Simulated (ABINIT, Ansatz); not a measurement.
# Titanium (P6_3/mmc): phonons by linear response, part 3 of 4

Aim: the phonon dispersion of Titanium (P6_3/mmc), checked by a second program.

ABINIT 10.8.3; DFT PBEsol, scalar-relativistic, plane waves, PseudoDojo norm-conserving pseudopotentials.

So far. Step 3 (Relaxing the cell and atoms): The volume changes by -5.0 % in this run and stands -5.0 % from the first cell. Step 5 (Zone-centre response): The acoustic modes at Γ come out as far as 7.1 cm⁻¹ from zero, where they should vanish, a small numerical error. The relaxed cell has a = 2.902, c = 4.594 Å (conventional setting).

### 7. Dispersion

anaddb transforms the dynamical matrices to force constants and back along the path; points of the mesh come back as solved, but for the sum rule and, in polar crystals, the LO-TO term at Γ; the rest is interpolation.

Input file anaddb.abi:

```
ddb_filepath "all_DDB"
output_file "anaddb.abo"
outdata_prefix "anaddb"
ifcflag 1
ngqpt 3 3 2
nqshft 1
q1shft 0.0 0.0 0.0
asr 1
chneut 0
dipdip 0
dipquad 0
quadquad 0
enunit 0
eivec 0
nph1l 93
qph1l 
    0.0 0.0 0.0 1.0
    0.05 0.0 0.0 1.0
    0.1 0.0 0.0 1.0
    0.15 0.0 0.0 1.0
    0.2 0.0 0.0 1.0
    0.25 0.0 0.0 1.0
    0.3 0.0 0.0 1.0
    0.35 0.0 0.0 1.0
    0.4 0.0 0.0 1.0
    0.45 0.0 0.0 1.0
    0.5 0.0 0.0 1.0
    0.48333333 0.03333333 0.0 1.0
    0.46666667 0.06666667 0.0 1.0
    0.45 0.1 0.0 1.0
    0.43333333 0.13333333 0.0 1.0
    0.41666667 0.16666667 0.0 1.0
    0.4 0.2 0.0 1.0
    0.38333333 0.23333333 0.0 1.0
    0.36666667 0.26666667 0.0 1.0
    0.35 0.3 0.0 1.0
    0.33333333 0.33333333 0.0 1.0
    0.3 0.3 0.0 1.0
    0.26666667 0.26666667 0.0 1.0
    0.23333333 0.23333333 0.0 1.0
    0.2 0.2 0.0 1.0
    0.16666667 0.16666667 0.0 1.0
    0.13333333 0.13333333 0.0 1.0
    0.1 0.1 0.0 1.0
    0.06666667 0.06666667 0.0 1.0
    0.03333333 0.03333333 0.0 1.0
    0.0 0.0 0.0 1.0
    0.0 0.0 0.05 1.0
    0.0 0.0 0.1 1.0
    0.0 0.0 0.15 1.0
    0.0 0.0 0.2 1.0
    0.0 0.0 0.25 1.0
    0.0 0.0 0.3 1.0
    0.0 0.0 0.35 1.0
    0.0 0.0 0.4 1.0
    0.0 0.0 0.45 1.0
    0.0 0.0 0.5 1.0
    0.05 0.0 0.5 1.0
    0.1 0.0 0.5 1.0
    0.15 0.0 0.5 1.0
    0.2 0.0 0.5 1.0
    0.25 0.0 0.5 1.0
    0.3 0.0 0.5 1.0
    0.35 0.0 0.5 1.0
    0.4 0.0 0.5 1.0
    0.45 0.0 0.5 1.0
    0.5 0.0 0.5 1.0
    0.48333333 0.03333333 0.5 1.0
    0.46666667 0.06666667 0.5 1.0
    0.45 0.1 0.5 1.0
    0.43333333 0.13333333 0.5 1.0
    0.41666667 0.16666667 0.5 1.0
    0.4 0.2 0.5 1.0
    0.38333333 0.23333333 0.5 1.0
    0.36666667 0.26666667 0.5 1.0
    0.35 0.3 0.5 1.0
    0.33333333 0.33333333 0.5 1.0
    0.3 0.3 0.5 1.0
    0.26666667 0.26666667 0.5 1.0
    0.23333333 0.23333333 0.5 1.0
    0.2 0.2 0.5 1.0
    0.16666667 0.16666667 0.5 1.0
    0.13333333 0.13333333 0.5 1.0
    0.1 0.1 0.5 1.0
    0.06666667 0.06666667 0.5 1.0
    0.03333333 0.03333333 0.5 1.0
    0.0 0.0 0.5 1.0
    0.5 0.0 0.5 1.0
    0.5 0.0 0.45 1.0
    0.5 0.0 0.4 1.0
    0.5 0.0 0.35 1.0
    0.5 0.0 0.3 1.0
    0.5 0.0 0.25 1.0
    0.5 0.0 0.2 1.0
    0.5 0.0 0.15 1.0
    0.5 0.0 0.1 1.0
    0.5 0.0 0.05 1.0
    0.5 0.0 0.0 1.0
    0.33333333 0.33333333 0.5 1.0
    0.33333333 0.33333333 0.45 1.0
    0.33333333 0.33333333 0.4 1.0
    0.33333333 0.33333333 0.35 1.0
    0.33333333 0.33333333 0.3 1.0
    0.33333333 0.33333333 0.25 1.0
    0.33333333 0.33333333 0.2 1.0
    0.33333333 0.33333333 0.15 1.0
    0.33333333 0.33333333 0.1 1.0
    0.33333333 0.33333333 0.05 1.0
    0.33333333 0.33333333 0.0 1.0
```

Input file mrgddb.in:

```
all_DDB
merged
6
dfpt_gammao_DDB
dfpt_qo_DS1_DDB
dfpt_qo_DS2_DDB
dfpt_qo_DS3_DDB
dfpt_qo_DS4_DDB
dfpt_qo_DS5_DDB
```

Command:

```sh
mrgddb < mrgddb.in > mrgddb.log
OMP_NUM_THREADS=1 anaddb anaddb.abi > anaddb.log
```

anaddb.abo, the main output file:

```text
[banners, grids, parts of the stress and lines that vanish by symmetry left out]
-outvars_anaddb: echo values of input variables ----------------------

 Flags :
[...]
Phonon wavevector (reduced coordinates) :  0.00000  0.00000  0.00000
 Phonon energies in Hartree :
[...]
Phonon frequencies in cm-1    :
-  0.000000E+00  0.000000E+00  0.000000E+00  1.165333E+02  1.165333E+02
-  2.035552E+02
[...]
Phonon wavevector (reduced coordinates) :  0.05000  0.00000  0.00000
 Phonon energies in Hartree :
[...]
Phonon frequencies in cm-1    :
-  1.535077E+01  1.587132E+01  3.278937E+01  1.212893E+02  1.240469E+02
-  2.042607E+02
[...]
Phonon wavevector (reduced coordinates) :  0.10000  0.00000  0.00000
 Phonon energies in Hartree :
[...]
Phonon frequencies in cm-1    :
-  3.076518E+01  3.178474E+01  6.625635E+01  1.338906E+02  1.428254E+02
-  2.061738E+02
[...]
Phonon wavevector (reduced coordinates) :  0.15000  0.00000  0.00000
 Phonon energies in Hartree :
[...]
Phonon frequencies in cm-1    :
-  4.556762E+01  4.773484E+01  9.981482E+01  1.509775E+02  1.663615E+02
-  2.087516E+02
[...]
Phonon wavevector (reduced coordinates) :  0.20000  0.00000  0.00000
 Phonon energies in Hartree :
[...]
Phonon frequencies in cm-1    :
-  5.881277E+01  6.362720E+01  1.322132E+02  1.695990E+02  1.901209E+02
-  2.112781E+02
[...]
Phonon wavevector (reduced coordinates) :  0.25000  0.00000  0.00000
 Phonon energies in Hartree :
[...]
Phonon frequencies in cm-1    :
-  6.982275E+01  7.924049E+01  1.622302E+02  1.876973E+02  2.115711E+02
-  2.130639E+02
  Phonon wavevector (reduced coordinates) :  0.30000  0.00000  0.00000
 Phonon energies in Hartree :
[...]
Phonon frequencies in cm-1    :
-  7.832139E+01  9.418167E+01  1.888744E+02  2.038948E+02  2.136259E+02
-  2.293059E+02
  Phonon wavevector (reduced coordinates) :  0.35000  0.00000  0.00000
 Phonon energies in Hartree :
[...]
Phonon frequencies in cm-1    :
-  8.437771E+01  1.078219E+02  2.113850E+02  2.128365E+02  2.172657E+02
-  2.425341E+02
  Phonon wavevector (reduced coordinates) :  0.40000  0.00000  0.00000
 Phonon energies in Hartree :
[...]
Phonon frequencies in cm-1    :
-  8.828732E+01  1.192103E+02  2.110501E+02  2.271952E+02  2.291730E+02
-  2.508530E+02
  Phonon wavevector (reduced coordinates) :  0.45000  0.00000  0.00000
 Phonon energies in Hartree :
[...]
Phonon frequencies in cm-1    :
-  9.042627E+01  1.270285E+02  2.091608E+02  2.332947E+02  2.416416E+02
-  2.542589E+02
  Phonon wavevector (reduced coordinates) :  0.50000  0.00000  0.00000
 Phonon energies in Hartree :
[...]
Phonon frequencies in cm-1    :
-  9.110024E+01  1.298592E+02  2.083343E+02  2.353505E+02  2.469453E+02
-  2.542796E+02
  Phonon wavevector (reduced coordinates) :  0.48333  0.03333  0.00000
 Phonon energies in Hartree :
[...]
Phonon frequencies in cm-1    :
-  9.354301E+01  1.304578E+02  2.079755E+02  2.325139E+02  2.497883E+02
-  2.537789E+02
  Phonon wavevector (reduced coordinates) :  0.46667  0.06667  0.00000
 Phonon energies in Hartree :
[...]
Phonon frequencies in cm-1    :
-  1.004234E+02  1.322293E+02  2.069013E+02  2.272241E+02  2.522910E+02
-  2.550906E+02
  Phonon wavevector (reduced coordinates) :  0.45000  0.10000  0.00000
 Phonon energies in Hartree :
[...]
Phonon frequencies in cm-1    :
-  1.106689E+02  1.351034E+02  2.051187E+02  2.216042E+02  2.498583E+02
-  2.607080E+02
[...]
Phonon wavevector (reduced coordinates) :  0.10000  0.00000  0.50000
 Phonon energies in Hartree :
[...]
Phonon frequencies in cm-1    :
-  1.004279E+02  1.004279E+02  1.064752E+02  1.064752E+02  1.984857E+02
-  1.984857E+02
  Phonon wavevector (reduced coordinates) :  0.15000  0.00000  0.50000
 Phonon energies in Hartree :
[...]
Phonon frequencies in cm-1    :
-  1.133968E+02  1.133968E+02  1.230404E+02  1.230404E+02  2.057286E+02
-  2.057286E+02
  Phonon wavevector (reduced coordinates) :  0.20000  0.00000  0.50000
 Phonon energies in Hartree :
[...]
Phonon frequencies in cm-1    :
-  1.274335E+02  1.274335E+02  1.382366E+02  1.382366E+02  2.158690E+02
-  2.158690E+02
  Phonon wavevector (reduced coordinates) :  0.25000  0.00000  0.50000
 Phonon energies in Hartree :
[...]
Phonon frequencies in cm-1    :
-  1.408485E+02  1.408485E+02  1.499019E+02  1.499019E+02  2.281956E+02
-  2.281956E+02
  Phonon wavevector (reduced coordinates) :  0.30000  0.00000  0.50000
 Phonon energies in Hartree :
[...]
Phonon frequencies in cm-1    :
-  1.525823E+02  1.525823E+02  1.578079E+02  1.578079E+02  2.411525E+02
-  2.411525E+02
  Phonon wavevector (reduced coordinates) :  0.35000  0.00000  0.50000
 Phonon energies in Hartree :
[...]
Phonon frequencies in cm-1    :
-  1.620297E+02  1.620297E+02  1.627179E+02  1.627179E+02  2.529546E+02
-  2.529546E+02
[...]
Phonon wavevector (reduced coordinates) :  0.33333  0.33333  0.05000
 Phonon energies in Hartree :
[...]
Phonon frequencies in cm-1    :
-  1.682696E+02  1.682696E+02  1.975314E+02  1.975314E+02  2.213600E+02
-  2.833050E+02
  Phonon wavevector (reduced coordinates) :  0.33333  0.33333  0.00000
 Phonon energies in Hartree :
[...]
Phonon frequencies in cm-1    :
-  1.743061E+02  1.743061E+02  1.918604E+02  1.918604E+02  2.210307E+02
-  2.837353E+02
-
```

Elapsed: 0.54 s, on 1 thread of Arm Neoverse V1, shared host.

This step gave:

```yaml
lowest_frequency_on_the_path: 0 cm⁻¹
```

Anaddb. Phonon branches along the path, in cm⁻¹:

| point | branch 1 | branch 2 | branch 3 | branch 4 | branch 5 | branch 6 |
| --- | --- | --- | --- | --- | --- | --- |
| Γ | 0 | 0 | 0 | 116 | 116 | 204 |
| M | 91 | 130 | 208 | 235 | 247 | 254 |
| K | 174 | 174 | 192 | 192 | 221 | 284 |
| Γ | 0 | 0 | 0 | 116 | 116 | 204 |
| A | 87 | 87 | 87 | 87 | 193 | 193 |
| L | 167 | 167 | 174 | 174 | 270 | 270 |
| H | 69 | 69 | 250 | 250 | 261 | 261 |
| A | 87 | 87 | 87 | 87 | 193 | 193 |
| jump to L | 167 | 167 | 174 | 174 | 270 | 270 |
| M | 91 | 130 | 208 | 235 | 247 | 254 |
| jump to H | 69 | 69 | 250 | 250 | 261 | 261 |
| K | 174 | 174 | 192 | 192 | 221 | 284 |

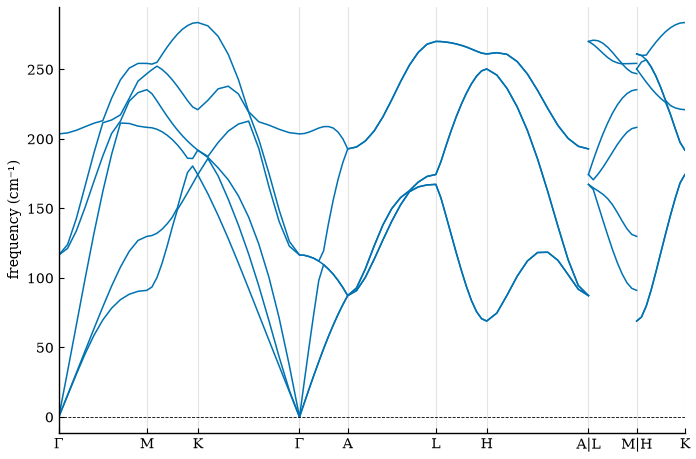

Phonon branches along the path.

All branches are real along the path.

### 8. Density of states

Sums over the zone need many more wavevectors than were solved, so the interpolation is sampled on a dense mesh.

Input file anaddb.abi:

```
ddb_filepath "all_DDB"
output_file "anaddb.abo"
outdata_prefix "anaddb"
ifcflag 1
ngqpt 3 3 2
nqshft 1
q1shft 0.0 0.0 0.0
asr 1
chneut 0
dipdip 0
dipquad 0
quadquad 0
prtdos 2
ng2qpt 18 18 10
dosdeltae 4.5563e-06
ntemper 11
temperinc 100.0
tempermin 0.0
```

Command:

```sh
OMP_NUM_THREADS=1 anaddb anaddb.abi > anaddb.log
```

anaddb.abo, the main output file:

```text
-outvars_anaddb: echo values of input variables ----------------------

 Flags :
     ifcflag         1
 Miscellaneous information :
         asr         1
      chneut         0
 Interatomic Force Constants Inputs :
      dipdip         0
     dipquad         0
    quadquad         0
      ifcana         0
      ifcout         0
 Description of grid 1 :
        brav         1
       ngqpt         3         3         2
      nqshft         1
      q1shft
                     0.00000000E+00  0.00000000E+00  0.00000000E+00
 Phonon DOS information :
   dosdeltae  4.55630000E-06
    dossmear  4.55633525E-06
 Description of grid 2 (Fourier interp. or BZ sampling):
      ng2qpt        18        18        10
      ngrids         4
      q2shft         0.00000000E+00  0.00000000E+00  0.00000000E+00

================================================================================

 read the DDB information and perform some checks

  ==== Info on the Cryst% object ====
 Real(R)+Recip(G) space primitive vectors, cartesian coordinates (Bohr,Bohr^-1):
 R(1)=  5.4848384  0.0000000  0.0000000  G(1)=  0.1823208  0.1052629  0.0000000
 R(2)= -2.7424192  4.7500094  0.0000000  G(2)=  0.0000000  0.2105259  0.0000000
 R(3)=  0.0000000  0.0000000  8.6816175  G(3)=  0.0000000  0.0000000  0.1151859
 Unit cell volume ucvol=  2.2618248E+02 bohr^3
 Angles (23,13,12)=  9.00000000E+01  9.00000000E+01  1.20000000E+02 degrees
 Time-reversal symmetry is present
 Reduced atomic positions [iatom, xred, symbol]:
    1)    0.3333333  0.6666667  0.2500000  Ti
    2)    0.6666667  0.3333333  0.7500000  Ti

 DDB file with 6 blocks has been read.

================================================================================

 Calculation of the interatomic forces

       Homogeneous q point set in the B.Z.
 Grid q points  :       18
  1)   0.00000000E+00  0.00000000E+00  0.00000000E+00
  2)   3.33333333E-01  0.00000000E+00  0.00000000E+00
  3)  -3.33333333E-01  0.00000000E+00  0.00000000E+00
  4)   0.00000000E+00  3.33333333E-01  0.00000000E+00
  5)   3.33333333E-01  3.33333333E-01  0.00000000E+00
  6)  -3.33333333E-01  3.33333333E-01  0.00000000E+00
  7)   0.00000000E+00 -3.33333333E-01  0.00000000E+00
  8)   3.33333333E-01 -3.33333333E-01  0.00000000E+00
  9)  -3.33333333E-01 -3.33333333E-01  0.00000000E+00
 10)   0.00000000E+00  0.00000000E+00  5.00000000E-01
 11)   3.33333333E-01  0.00000000E+00  5.00000000E-01
 12)  -3.33333333E-01  0.00000000E+00  5.00000000E-01
 13)   0.00000000E+00  3.33333333E-01  5.00000000E-01
 14)   3.33333333E-01  3.33333333E-01  5.00000000E-01
 15)  -3.33333333E-01  3.33333333E-01  5.00000000E-01
 16)   0.00000000E+00 -3.33333333E-01  5.00000000E-01
 17)   3.33333333E-01 -3.33333333E-01  5.00000000E-01
 18)  -3.33333333E-01 -3.33333333E-01  5.00000000E-01

 The interatomic forces have been obtained

================================================================================

 Calculation of phonon density of states

 Average speed of sound partial sums:     0.1569005728E-02 (at units)
-                                   =           3.4325 [km/s]

 Debye frequency from partial sums:     0.1003741475E-02 (Ha)
-                                 =     0.6604301643E+01 (THz)
-Debye temperature from partial sums:     0.3169564892E+03 (K)

 Average speed of sound:     0.1418513347E-02 (at units)
-                      =           3.1033 [km/s]

 Debye frequency from DOS:     0.9074668458E-03 (Ha)
-                        =     0.5970845014E+01 (THz)
-Debye temperature from DOS:     0.2865553658E+03 (K)

-
```

Run time: 0.67 s. Hardware: 1 thread.

This step gave:

* share of modes beyond 3i cm⁻¹ on the dense interpolated mesh: 0
* zero-point energy per atom: 33.36 meV
* heat capacity at 300 K: 23.33 J/(mol atoms K)
* vibrational entropy at 300 K: 31.12 J/(mol atoms K)

The phonon density of states has structure finer than the step of the table below, so its rows give means over 25 cm⁻¹, whole bins alone (the curve runs from -30 to 314 cm⁻¹). Peaks (cm⁻¹: height): 108.0: 0.0402, 186.0: 0.0358, 212.0: 0.0472, 262.0: 0.0425.

Tetrahedra. The phonon density of states by wavenumber; means over each step:

| wavenumber (cm⁻¹) | phonon density of states (1/cm⁻¹/cell) |
| --- | --- |
| 0 | 1.8e-5 |
| 25 | 6.3e-4 |
| 50 | 0.00271 |
| 75 | 0.00828 |
| 100 | 0.0286 |
| 125 | 0.0303 |
| 150 | 0.0255 |
| 175 | 0.0235 |
| 200 | 0.0347 |
| 225 | 0.0358 |
| 250 | 0.0373 |
| 275 | 0.0123 |
| 300 | 0 |

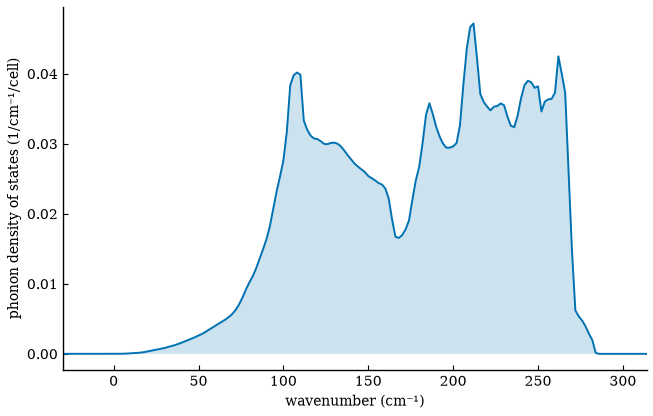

Phonon density of states against wavenumber.

Harmonic thermodynamic functions per atom, summed over the density of states scaled to three modes an atom; melting is ignored. Thermodynamic functions:

| T (K) | F_vib (meV/atom) | S (J/mol-atom/K) | C_V (J/mol-atom/K) |
| --- | --- | --- | --- |
| 0 | 33.36 | 0 | 0 |
| 50 | 33.07 | 2.15 | 5.517 |
| 100 | 30.24 | 9.091 | 14.79 |
| 200 | 13.77 | 21.98 | 21.54 |
| 300 | -14.01 | 31.12 | 23.33 |
| 400 | -49.94 | 37.94 | 24.02 |
| 500 | -92.16 | 43.34 | 24.34 |
| 600 | -139.4 | 47.79 | 24.52 |
| 700 | -191 | 51.58 | 24.63 |
| 800 | -246.2 | 54.88 | 24.71 |
| 900 | -304.6 | 57.79 | 24.76 |
| 1000 | -365.9 | 60.4 | 24.79 |

At 300 K the heat capacity has reached 94 % of the Dulong-Petit value.

(Continued in part 4 of 4.)

[Host names and launcher messages were left out of these logs when they were recorded.]

[Logs are printed without paths, hosts, clocks, repeated set-up lines and the standing remarks that a program may print on its own settings, such as how far it seeks lower states.]

[Hosts, paths, dates, database ids (printed as entryN), source tags and the programs' standing remarks are cut or masked in the printed files.]
